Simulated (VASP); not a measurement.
Band structure of ZnHgS2 (space group R3m). These are PBEsol GGA, VASP's PBE PAW potentials (set 64) (plane waves; VASP) values and carry that method's errors.

Unless said otherwise, spin-orbit coupling is left out, though it shifts the bands of the heavy elements here.

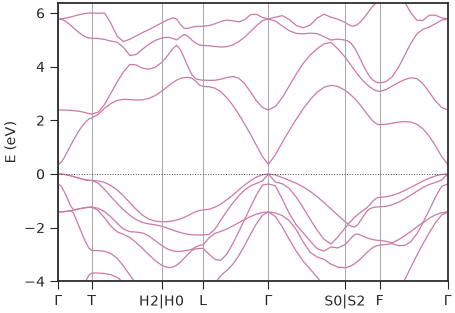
Fig. 1. Bands along high-symmetry lines, zero at the valence-band maximum or, without a gap, the Fermi level

**Question.** Read the plot: is there a gap, and where are the band edges?

**Answer.** The gap is direct, 0.35 eV, from the valence maximum at Γ to the conduction minimum at Γ. (Edges off the drawn lines would not show.)

The structure comes from a computed database's ZnHgS2 entry (R3m); how it stands against other phases isn't given here. It was relaxed first, which changed the volume by -5 %.
